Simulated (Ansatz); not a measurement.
B₇N₇

Input file:

```
crystal:
  periodic: [false, false, false]
  atoms:
    - {symbol: B, position_ang: [2.783672, -0.169704, -0.032009]}
    - {symbol: B, position_ang: [-0.784122, -2.673339, -0.128786]}
    - {symbol: B, position_ang: [-2.581138, -1.053473, -0.031655]}
    - {symbol: B, position_ang: [1.603457, -2.280232, -0.128957]}
    - {symbol: B, position_ang: [1.867580, 2.068153, 0.089015]}
    - {symbol: B, position_ang: [-0.454589, 2.749018, 0.143068]}
    - {symbol: B, position_ang: [-2.434854, 1.359574, 0.089338]}
    - {symbol: N, position_ang: [2.833018, 1.156603, 0.034557]}
    - {symbol: N, position_ang: [-3.055946, 0.185976, 0.034939]}
    - {symbol: N, position_ang: [-2.049844, -2.269743, -0.097674]}
    - {symbol: N, position_ang: [0.498889, -3.018684, -0.156998]}
    - {symbol: N, position_ang: [-1.760714, 2.503678, 0.141786]}
    - {symbol: N, position_ang: [2.673280, -1.492436, -0.098020]}
    - {symbol: N, position_ang: [0.861311, 2.934609, 0.141397]}
basis:
  gaussian: {orbitals: def2-TZVP, initial_orbitals: start.molden}
hamiltonian: {xc: pbe0, dispersion: d4}
scf: {omitted_lower_state_checks: [starts]}
output: {orbitals: {seedname: orbitals}}
```

Command:

```sh
ansatz run in.yaml --threads 4 --pin off --events-out ev --progress --plain --max-ram 6963MiB
```

Geometry: PBE-D4/def2-SVP.

Method: RKS PBE0-D4/def2-TZVP (Ansatz).

**Predict the electron density and electron localisation function between the atoms.**

B–N (1.33 Å): the density is about 2.2 e/Å³ at the midpoint; the ELF peaks at about 0.90 between the atoms; a short, strongly polar bond.

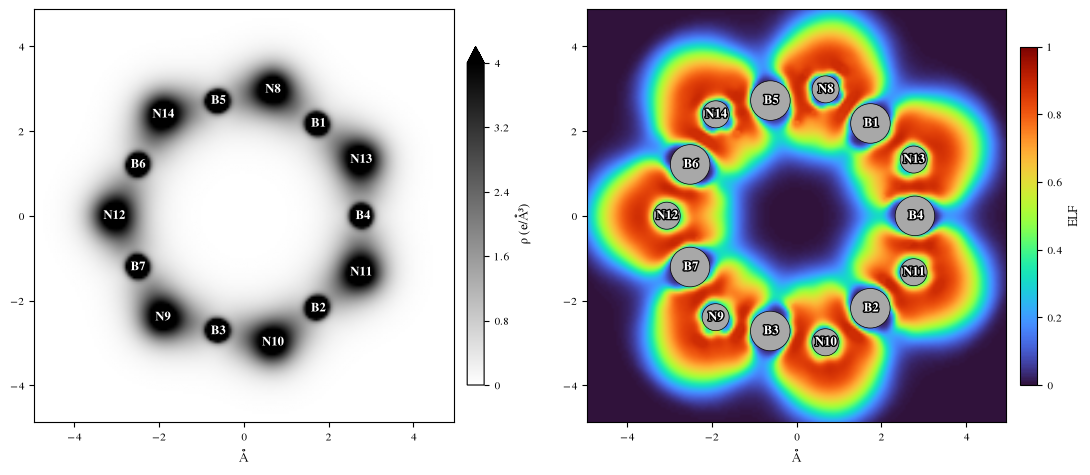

Computed electron density and electron localisation function on the molecular plane, in this order. Grey discs cover the atomic cores in the ELF map. 
